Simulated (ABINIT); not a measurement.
# GaN (F-43m): G0W0 with ABINIT, start to end

How does a plane-wave GW calculation on GaN (F-43m) run from the first input to the gap?

Method: LDA and many-body steps on it, plane waves, in ABINIT 10.8.3.

**What was measured.**

- Gap 3.23 eV: absorption onset (direct gap at Gamma) of unexcited film, from imaginary part of dielectric function; spectroscopic ellipsometry (steady-state reference of time-resolved measurement); 300 K; film on 3C-SiC/Si(001) (“Femtosecond pump-probe absorption edge spectroscopy of cubic GaN”, 2022, arxiv:2206.02223).

**1. The structure**

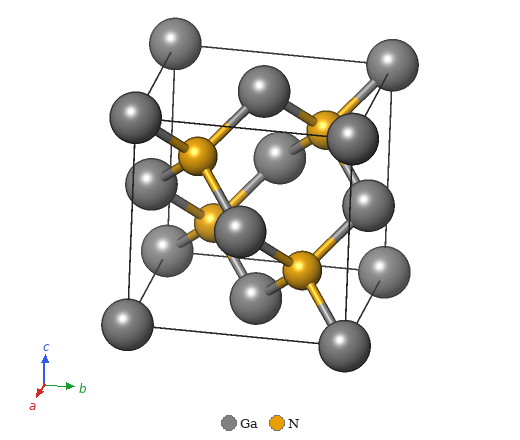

The cell as given, slightly off an axis (gallium grey, nitrogen orange). This picture shows the conventional cell, with its axes. Bonds to atoms that aren't drawn are left out. Some periodic images of atoms are drawn too.

The cell and positions are those that the Materials Project relaxed with its own functionals (PBE, PBE+U or r2SCAN), kept fixed. This is not the form that GaN usually takes at ambient conditions.

**2. Ground state**

This step: ABINIT 10.8.3; DFT, LDA, plane waves, norm-conserving pseudopotentials.

The ground-state density comes first.

Contents of run.abi:

```
acell 3*1.0 Angstrom
rprim 
  0.000000000000 2.253500607500 2.253500607500
  2.253500607500 0.000000000000 2.253500607500
  2.253500607500 2.253500607500 0.000000000000
ntypat 2
znucl 31 7
natom 2
typat 1 2
xred 
  0.000000000000 0.000000000000 0.000000000000
  0.750000000000 0.750000000000 0.750000000000
pp_dirpath "pseudos"
pseudos "Ga.upf, N.upf"
ecut 36
ngkpt 8 8 8
nshiftk 1
shiftk 0 0 0
kptopt 1
chksymbreak 0
nband 14
occopt 1
tolvrs 1e-10
nstep 60
prtwf 0
optforces 0
optstress 0
indata_prefix "in"
outdata_prefix "out"
tmpdata_prefix "tmp"
```

Command:

```sh
$ OMP_NUM_THREADS=1 mpirun -n 4 abinit run.abi > log
```

Numbers of over 12 decimals in the logs are rounded to 6 here.

Log:

```text
.Version 10.8.3 of ABINIT. v10.8.2 released Aug 2026.

 Symmetries : space group F-4 3 m (#216); Bravais cF (face-center cubic)
================================================================================
 Values of the parameters that define the memory need of the present run
     intxc =       0    ionmov =       0      iscf =       7    lmnmax =       6
     lnmax =       6     mgfft =      36  mpssoang =       3    mqgrid =    3001
     natom =       2  nloc_mem =       1    nspden =       1   nspinor =       1
    nsppol =       1      nsym =      24    n1xccc =    2501    ntypat =       2
    occopt =       1   xclevel =       1
-    mband =          14        mffmem =           1         mkmem =           8
       mpw =        1612          nfft =       46656          nkpt =          29
================================================================================
  Rough estimation (10% accuracy) of disk space for files :
================================================================================

--------------------------------------------------------------------------------
------------- Echo of variables that govern the present computation ------------
--------------------------------------------------------------------------------
 -outvars: echo values of preprocessed input variables --------
            acell      1.8897261259E+00  1.8897261259E+00  1.8897261259E+00 Bohr

      chksymbreak           0
             ecut      3.60000000E+01 Hartree
-          fftalg         312

              ixc       -1012
              kpt      0.00000000E+00  0.00000000E+00  0.00000000E+00
                       1.25000000E-01  0.00000000E+00  0.00000000E+00
                       2.50000000E-01  0.00000000E+00  0.00000000E+00
                       3.75000000E-01  0.00000000E+00  0.00000000E+00
                       5.00000000E-01  0.00000000E+00  0.00000000E+00
                       1.25000000E-01  1.25000000E-01  0.00000000E+00
                       2.50000000E-01  1.25000000E-01  0.00000000E+00
                       3.75000000E-01  1.25000000E-01  0.00000000E+00
                       5.00000000E-01  1.25000000E-01  0.00000000E+00
   [... 18 further rows ...]
                      -3.75000000E-01  5.00000000E-01  1.25000000E-01
                      -2.50000000E-01  5.00000000E-01  2.50000000E-01
         kptrlatt        8    0    0      0    8    0      0    0    8
          kptrlen      4.81794160E+01
P           mkmem           8
            natom           2
            nband          14
            ngfft          36      36      36
             nkpt          29
            nstep          60
             nsym          24
           ntypat           2
              occ      2.000000  2.000000  2.000000  2.000000  2.000000  2.000000
                       2.000000  2.000000  2.000000  0.000000  0.000000  0.000000
                       0.000000  0.000000
        optforces           0
        optstress           0
            prtwf           0
            rprim      0.0000000000E+00  2.2535006075E+00  2.2535006075E+00
[...]
spgroup         216

           tolvrs      1.00000000E-10

             xred      0.0000000000E+00  0.0000000000E+00  0.0000000000E+00
[...]
znucl       31.00000    7.00000

================================================================================

 chkinp: Checking input parameters for consistency.

================================================================================
== DATASET  1 ==================================================================
-   mpi_nproc: 4, omp_nthreads: 1 (-1 if OMP is not activated)

--- !DatasetInfo
iteration_state: {dtset: 1, }
dimensions: {natom: 2, nkpt: 29, mband: 14, nsppol: 1, nspinor: 1, nspden: 1, mpw: 1612, }
cutoff_energies: {ecut:  36.0, pawecutdg:  -1.0, }
electrons: {nelect:   1.80000000E+01, charge:   0.00000000E+00, occopt:   1.00000000E+00, tsmear:   1.00000000E-02, }

 Real(R)+Recip(G) space primitive vectors, cartesian coordinates (Bohr,Bohr^-1):
 R(1)=  0.0000000  4.2584990  4.2584990  G(1)= -0.1174123  0.1174123  0.1174123
 R(2)=  4.2584990  0.0000000  4.2584990  G(2)=  0.1174123 -0.1174123  0.1174123
 R(3)=  4.2584990  4.2584990  0.0000000  G(3)=  0.1174123  0.1174123 -0.1174123
 Unit cell volume ucvol=  1.5445417E+02 bohr^3
 Angles (23,13,12)=  6.00000000E+01  6.00000000E+01  6.00000000E+01 degrees

 getcut: wavevector=  0.0000  0.0000  0.0000  ngfft=  36  36  36
         ecut(hartree)=     36.000   => boxcut(ratio)=   2.21317

 getcut : COMMENT -
  Note that boxcut > 2.2 ; recall that boxcut=Gcut(box)/Gcut(sphere) = 2
  is sufficient for exact treatment of convolution.
  Such a large boxcut is a waste : you could raise ecut
  e.g. ecut=   44.083054 Hartrees makes boxcut=2

--- Pseudopotential description ------------------------------------------------
- Ga Generated using ONCVPSP code by D. R. Hamann
- 31.00000  13.00000  180309                  znucl, zion, pspdat
12 -1012 2 -1 1858                            pspcod,pspxc,lmax,lloc,mmax
     nproj     2     2     2
  pspatm : epsatm=   24.58383104
         --- l  ekb(1:nproj) -->
[...]
pspatm: atomic psp has been read  and splines computed

- N Generated using ONCVPSP code by D. R. Hamann
-  7.00000   5.00000  180309                  znucl, zion, pspdat
12 -1012 1 -1 1058                            pspcod,pspxc,lmax,lloc,mmax
     nproj     2     2     0
  pspatm : epsatm=    5.30777321
         --- l  ekb(1:nproj) -->
[...]
1   -4.361519   -1.032581
 pspatm: atomic psp has been read  and splines computed

   5.38048876E+02                                ecore*ucvol(ha*bohr**3)
--------------------------------------------------------------------------------

_setup2: Arith. and geom. avg. npw (full set) are    1592.775    1592.755

================================================================================

--- !BeginCycle
iteration_state: {dtset: 1, }
solver: {iscf: 7, nstep: 60, nline: 4, wfoptalg: 0, }
tolerances: {tolvrs: 1.00E-10, }

     iter   Etot(hartree)      deltaE(h)  residm     vres2
 ETOT  1  -86.269676341680    -8.627E+01 5.952E-01 6.719E+02
 ETOT  2  -86.622978041505    -3.533E-01 2.056E-02 6.857E+02
 ETOT  3  -86.773032725535    -1.501E-01 4.279E-03 1.579E+00
 ETOT  4  -86.773272448812    -2.397E-04 1.399E-03 2.150E-01
 ETOT  5  -86.773319194005    -4.675E-05 5.139E-04 1.504E-02
 ETOT  6  -86.773321858481    -2.664E-06 2.783E-04 1.304E-04
 ETOT  7  -86.773321874815    -1.633E-08 9.612E-05 6.766E-06
 ETOT  8  -86.773321876575    -1.761E-09 5.074E-05 1.568E-07
 ETOT  9  -86.773321876619    -4.363E-11 1.745E-05 5.350E-10
 ETOT 10  -86.773321876621    -1.592E-12 9.169E-06 8.407E-11

 At SCF step   10       vres2   =  8.41E-11 < tolvrs=  1.00E-10 =>converged.

--- !ResultsGS
iteration_state: {dtset: 1, }
comment   : Summary of ground state results
lattice_vectors:
- [  0.0000000,   4.2584990,   4.2584990, ]
- [  4.2584990,   0.0000000,   4.2584990, ]
- [  4.2584990,   4.2584990,   0.0000000, ]
lattice_lengths: [   6.02243,    6.02243,    6.02243, ]
lattice_angles: [ 60.000,  60.000,  60.000, ] # degrees, (23, 13, 12)
lattice_volume:   1.5445417E+02
convergence: {deltae: -1.592E-12, res2:  8.407E-11, residm:  9.169E-06, diffor:  0.000E+00, }
etotal    :  -8.67733219E+01
entropy   :   0.00000000E+00
fermie    :   1.82122820E-01
cartesian_stress_tensor: null
pressure_GPa: null
xred      :
- [  0.0000E+00,   0.0000E+00,   0.0000E+00, Ga]
- [  7.5000E-01,   7.5000E-01,   7.5000E-01,  N]
cartesian_forces: null
force_length_stats: {min: null, max: null, mean: null, }

 Integrated electronic density in atomic spheres:
 ------------------------------------------------
 Atom  Sphere_radius  Integrated_density
    1        2.00000         10.89766627
    2        2.00000          5.19294986
================================================================================

 ----iterations are completed or convergence reached----

 Mean square residual over all n,k,spin=   38.760E-09; max=  91.692E-07
 reduced coordinates (array xred) for    2 atoms
       0.000000000000      0.000000000000      0.000000000000
       0.750000000000      0.750000000000      0.750000000000
 rms dE/dt=  0.0000E+00; max dE/dt=  0.0000E+00; dE/dt below (all hartree)
    1       0.000000000000      0.000000000000      0.000000000000
    2       0.000000000000      0.000000000000      0.000000000000

 cartesian coordinates (angstrom) at end:
    1      0.000000     0.000000     0.000000
    2      3.380251     3.380251     3.380251
 length scales=  1.889726125908  1.889726125908  1.889726125908 bohr
              =  1.000000000000  1.000000000000  1.000000000000 angstroms
 prteigrs : about to open file out_EIG
 Fermi (or HOMO) energy (hartree) =   0.18212   Average Vxc (hartree)=  -0.44850
 Eigenvalues (hartree) for nkpt=  29  k points:
 kpt#   1, nband= 14, wtk=  0.00195, kpt=  0.0000  0.0000  0.0000 (reduced coord)
  -0.39795   -0.31915   -0.31915   -0.31915   -0.30775   -0.30775    0.18212    0.18212
   0.18212    0.24715    0.55535    0.55535    0.55535    0.81792
 prteigrs : prtvol=0 or 1, do not print more k-points.

--- !EnergyTerms
iteration_state     : {dtset: 1, }
comment             : Components of total free energy in Hartree
kinetic             :  6.99317519623311E+01
hartree             :  2.17732908035195E+01
xc                  : -2.36601916511532E+01
Ewald energy        : -5.83371585177303E+01
psp_core            :  3.48355035493719E+00
local_psp           : -6.06394422649962E+01
non_local_psp       : -3.93251225635285E+01
total_energy        : -8.67733218766205E+01
total_energy_eV     : -2.36122237743155E+03
band_energy         : -3.36024241435556E+00

== END DATASET(S) ==============================================================
================================================================================

 -outvars: echo values of variables after computation  --------
           etotal     -8.6773321877E+01
            nband          14
             nkpt          29
          spgroup         216
 [... the other variables as echoed above ...]

 Calculation completed.
```

Run time: 7 s. Hardware: 4 MPI ranks of Arm Neoverse V2, shared host; peak memory 0.29 GiB.

This step gave:

- total energy: -2361.2224 eV
- gap: 1.770 eV
- k of the valence top: 0, 0, 0
- k of the conduction bottom: 0, 0, 0
- least direct gap: 1.770 eV

The gap is direct, at Γ.

(Part 1 of 3 ends here.)

[Paths, hosts, dates, memory and timing lines, banners, echoed tables and standing remarks are left out of the program output.]

[Logs are printed without paths, hosts, clocks, repeated set-up lines and the standing remarks that a program may print on its own settings, such as how far it seeks lower states.]

[Runs of the session that timed out or met a known fault of the program may be left out.]

[Hosts, paths, dates, database ids (printed as entryN), source tags and the programs' standing remarks are cut or masked in the printed files.]

[G0W0 gaps are taken among the corrected bands and points alone; a level outside them can change the order at an edge.]

[Where Ansatz stands beside ABINIT at settings called matched, ABINIT's density can come from a denser mesh and the files from another edition; pairs whose starting gaps differed by over 0.03 eV were left out, so agreement reads better than it is.]
